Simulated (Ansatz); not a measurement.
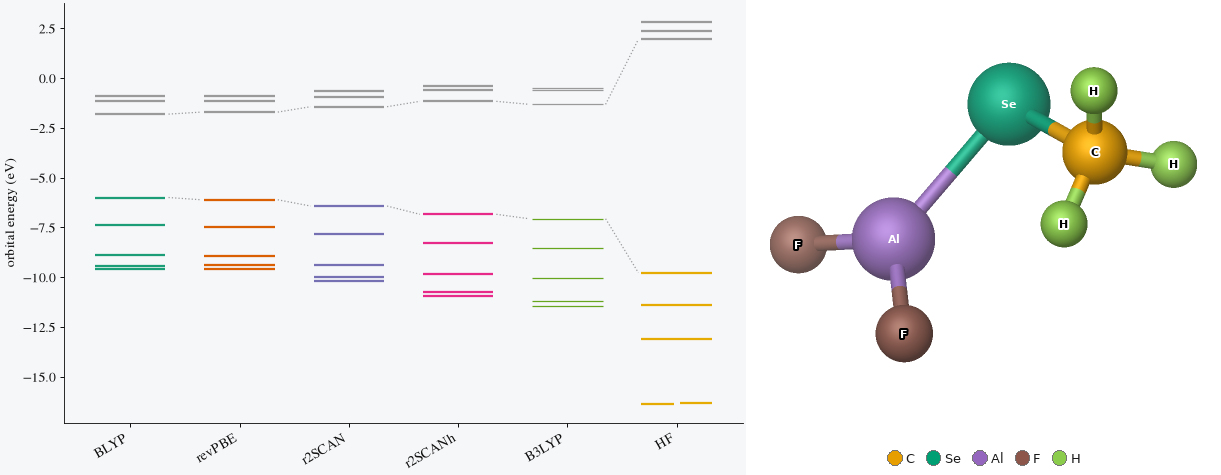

Frontier orbital energies of CH₃AlF₂Se, SMILES C[Se][Al]([F])[F], singlet at one geometry, def2-TZVPP, the Ansatz code 0.2.0, at a PBE0-D4/def2-TZVP geometry (a minimum by its frequencies). Empty levels are grey, levels within 0.1 eV stand side by side; all columns show the same few orbitals around the gap. Dotted lines join the HOMOs and the LUMOs.

Q: Compare the HOMO-LUMO separations.

A: The separation grows from 4.19 eV (BLYP) to 11.73 eV (HF).

```csv
level,HOMO (eV),LUMO (eV),separation (eV)
BLYP,−6.00,−1.81,4.19
revPBE,−6.12,−1.71,4.41
r2SCAN,−6.43,−1.44,4.99
r2SCANh,−6.85,−1.17,5.68
B3LYP,−7.07,−1.32,5.75
HF,−9.78,1.94,11.73
```

Limits of at least one run: empty levels above zero depend strongly on the basis; no scalar relativity up to krypton; one conformer of a flexible molecule; spin-orbit coupling is left out, and with Se it can shift these levels and split any degenerate set.
